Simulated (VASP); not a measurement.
Band structure of HfSiO4 (space group I4_1/amd). All values below come from LDA (Ceperley-Alder, Perdew-Zunger), VASP's LDA PAW potentials (set 64) (plane waves; VASP 6.6.1).

The path is coarsely sampled, so an indirect gap can come out somewhat too large. Unless said otherwise, spin-orbit coupling is left out, though it shifts the bands of the heavy elements here.

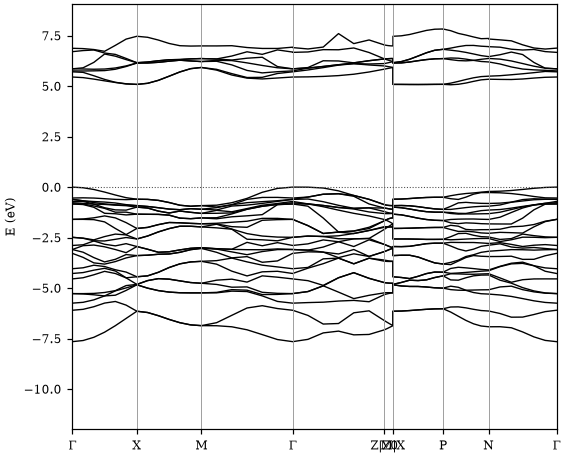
Bands along high-symmetry lines, zero at the valence-band maximum or, without a gap, the Fermi level

Question: Read the plot: is there a gap, and where are the band edges?

Answer: The gap is indirect, 5.07 eV, from the valence maximum at Γ to the conduction minimum at P-N at 0.17.

The structure comes from a computed database's HfSiO4 entry; how it stands against other phases isn't given here. The cell was not relaxed at this level.
